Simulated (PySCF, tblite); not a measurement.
**C6H12OSi: geometry, infrared bands, NMR shifts, electronic excitations and core binding energies**

Wanted: the infrared bands, NMR shifts, electronic excitations and core binding energies of C6H12OSi (`CCO[SiH]1CC=CC1`), by calculation.

The runs use tblite 0.8.0 and PySCF 2.14.0, with density-fitted response routines of our own; the level of theory stands in each step. All values are computed, except where a source is named. Atoms count from 0, in the outputs and in this text.

### Step 1. Starting geometry

20 atoms, charge 0, multiplicity 1; geometry from: force field or distance geometry start.

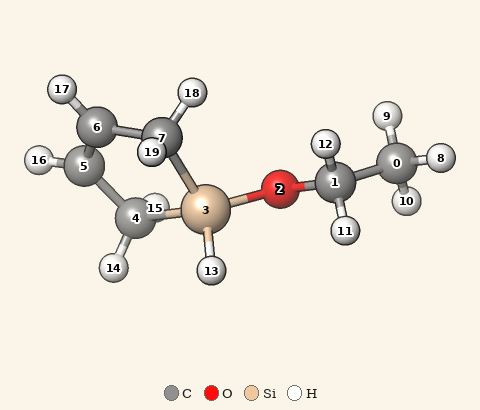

The starting geometry (carbon grey, oxygen red, silicon light orange, hydrogen white), atoms numbered.

### Step 2. Optimising the geometry with GFN2-xTB

What the job is given:

```
{"job": {"kind": "relax", "xc": "GFN2-xTB", "basis": "xTB"}, "charge": 0, "multiplicity": 1}
C      3.319000    -0.017300    -0.868600
C      2.203800    -0.237900     0.141800
O      0.989400    -0.408600    -0.545200
Si    -0.412900    -0.657300     0.321800
C     -1.984900    -0.896100    -0.739600
C     -2.904000     0.238100    -0.342200
C     -2.471100     1.112500     0.589100
C     -1.090300     0.918400     1.193600
H      4.282400     0.112800    -0.372800
H      3.094800     0.873100    -1.467200
H      3.374700    -0.863100    -1.560400
H      2.433600    -1.144900     0.738600
H      2.149800     0.623200     0.835400
H     -0.226600    -1.777600     1.296800
H     -2.452800    -1.853100    -0.537100
H     -1.736400    -0.823300    -1.797200
H     -3.874200     0.336600    -0.801100
H     -3.087200     1.937100     0.919200
H     -0.457000     1.777100     0.980100
H     -1.155200     0.760900     2.276200
```

Started as:

```bash
$ OMP_NUM_THREADS=1 python probes_run.py task.json out
```

This one command runs all jobs of the session in turn.

**Question.** This job is followed by: GFN2-xTB harmonic vibrations, gas phase; PBE0-D3(BJ)/def2-SVP geometry optimisation, gas phase; GIAO PBE0/pcSseg-1 NMR shielding, non-relativistic, gas phase; TDDFT B3LYP/def2-SVPD, vertical, gas phase, core orbitals frozen in the response; GIAO PBE/pcSseg-1 NMR shielding, non-relativistic, gas phase; delta-SCF UKS SCAN, pcX-2 on the ionised atom, pcseg-1 elsewhere, spin-free X2C. What will the session give for the following? strongest single infrared mode (GFN2-xTB); zero-point energy (GFN2-xTB); point group; rotational constants (main isotopes); ¹³C shifts against TMS (PBE0/pcSseg-1, means over atoms taken as alike); ¹H shifts against TMS (PBE0/pcSseg-1, means over atoms taken as alike); ¹⁷O shifts against H2O (PBE0/pcSseg-1); ²⁹Si shifts against TMS (PBE0/pcSseg-1); lowest singlet (B3LYP/def2-SVPD); brightest single state of those computed; lowest triplet; vertical ionisation energy (ΔSCF); C1s binding energies, SCAN/pcX-2; O1s binding energies, SCAN/pcX-2; Si1s binding energies, SCAN/pcX-2; Si2p binding energies, SCAN/pcX-2; range of the shift of O2.

**Answer**, as computed:

| quantity | value |
| --- | --- |
| strongest single infrared mode (GFN2-xTB) | 2202 cm⁻¹, 347 km/mol |
| zero-point energy (GFN2-xTB) | 103.2 kcal/mol |
| point group | C1 |
| rotational constants (main isotopes) | 3.70, 0.93, 0.87 GHz |
| ¹³C shifts against TMS (PBE0/pcSseg-1, means over atoms taken as alike) | 140.3, 61.2, 20.2, 18.4 ppm |
| ¹H shifts against TMS (PBE0/pcSseg-1, means over atoms taken as alike) | 6.10, 5.27, 3.61, 1.58, 1.38, 1.27 ppm |
| ¹⁷O shifts against H2O (PBE0/pcSseg-1) | 50.3 ppm |
| ²⁹Si shifts against TMS (PBE0/pcSseg-1) | 22.1 ppm |
| lowest singlet (B3LYP/def2-SVPD) | 6.40 eV (194 nm), f = 0.002 |
| brightest single state of those computed | state 5, 6.98 eV, f = 0.165 |
| lowest triplet | 4.33 eV |
| vertical ionisation energy (ΔSCF) | 9.00 eV |
| C1s binding energies, SCAN/pcX-2 | C1 292.15, C0 290.62, C5 290.06, C4 289.98 eV |
| O1s binding energies, SCAN/pcX-2 | O2 537.56 eV |
| Si1s binding energies, SCAN/pcX-2 | Si3 1846.52 eV |
| Si2p binding energies, SCAN/pcX-2 | Si3 106.84 eV |
| range of the shift of O2 | 50.3 to 66.4 ppm |

In words: The optimisation took 72 steps and gained 0.173 eV; among the close pairs (by a distance rule), O2–Si3 changed most, from 1.667 to 1.622 Å (GFN2-xTB). All 54 modes are real, so the xTB geometry is a minimum. The strongest single mode, at 2202 cm⁻¹, moves mainly H13. GFN2-xTB is a fitted tight-binding method: band positions and strengths are rough. Its intensities can rank the bands wrongly. The optimisation took 13 steps and gained 0.347 eV; among the close pairs (by a distance rule), O2–Si3 changed most, from 1.579 to 1.669 Å (PBE0/def2-SVP). C5, C6 (mean) (alkene CH) lies farthest downfield among carbon, at 140.3 ppm; as expected for a trigonal carbon in a double bond. H16, H17 (mean) (hydrogen on an alkene CH) lies farthest downfield among hydrogen, at 6.10 ppm; attached to an sp2 carbon and in the plane of the double bond. At PBE0/pcSseg-1: Shielding is most anisotropic at C5, C6 (span 211 ppm, paramagnetic term -211 ppm). The first singlet state (HOMO→LUMO+1 0.60, HOMO→LUMO+2 0.38) lies at 6.40 eV and is weak; of the 10 states computed, the strongest absorption comes from state 5 at 6.98 eV. The lowest triplet lies 2.07 eV below the lowest singlet (triplets in Tamm-Dancoff, singlets in full TDDFT). The C1s levels kept as sound span 2.17 eV, from C4 (allylic sp3 CH2 bonded to Si) up to C1 (sp3 CH2 bonded to O). Across the 2 runs the shift of O2 moves most, between 50.3 (PBE0/pcSseg-1) and 66.4 ppm (PBE/pcSseg-1).
